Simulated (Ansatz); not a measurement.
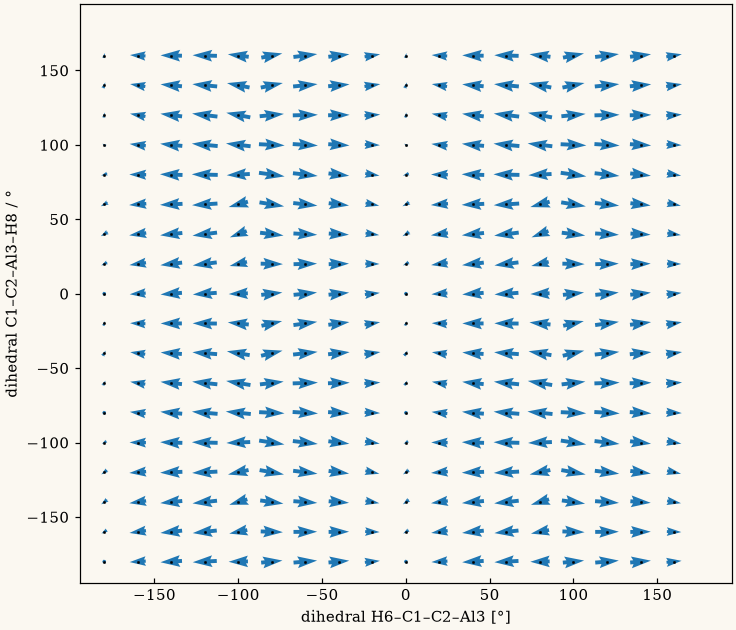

C₂H₆AlBO, SMILES C=[C]([AlH2])BO. First axis: dihedral H6–C1–C2–Al3. Second axis: dihedral C1–C2–Al3–H8. Nothing is relaxed (all other coordinates rigid). The scan uses an 18 × 18 grid. Points are written as (first, second). The dihedral twists a double bond; near 90° a spin-restricted reference is unreliable. Theory: RKS PBE0-D4/def2-SVP in Ansatz.

Drawn: dots at the grid points, arrows along the force (downhill), their lengths compressed.

The arrows alone are given. Where are the wells?

Answer. The arrows converge at about (0°, −175°); (−180°, −180°) (0.14 kJ/mol up); (0°, 0°) (1.5 kJ/mol up); (−180°, 0°) (1.6 kJ/mol up) (read from the interpolated surface).

The energy map of the same scan:

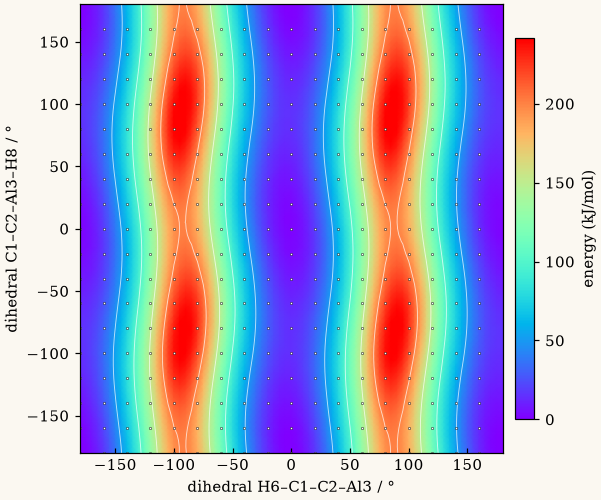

Energies are in kJ/mol, from the lowest grid point; between grid points the surface is interpolated.
